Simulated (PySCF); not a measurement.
Ionisation energy of neutral hydrogen (1s → bare nucleus). PySCF, aug-cc-pVTZ, non-relativistic, unrestricted single determinants, no spin-orbit coupling.

By method:

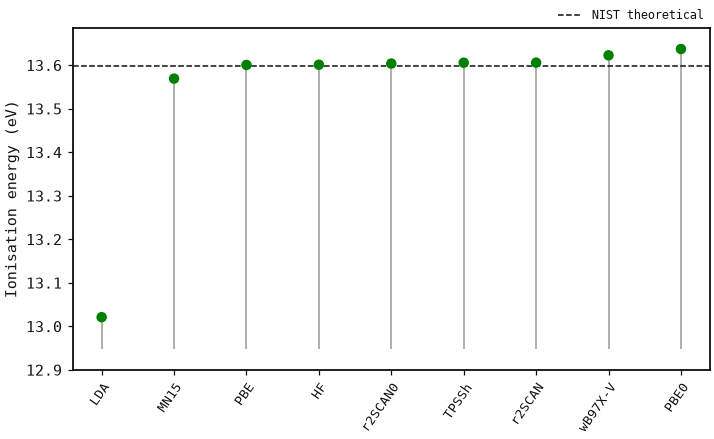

```
 Method  Ionisation energy (eV)
     HF                  13.601
    LDA                  13.021
    PBE                  13.600
   PBE0                  13.637
 r2SCAN                  13.606
   MN15                  13.569
r2SCAN0                  13.603
  TPSSh                  13.605
wB97X-V                  13.622
```

The values run from 13.021 eV (LDA) to 13.637 eV (PBE0). The NIST theoretical value is 13.598 eV; nearest to it come PBE (+0.002) and HF (+0.002), furthest LDA (−0.578 eV).
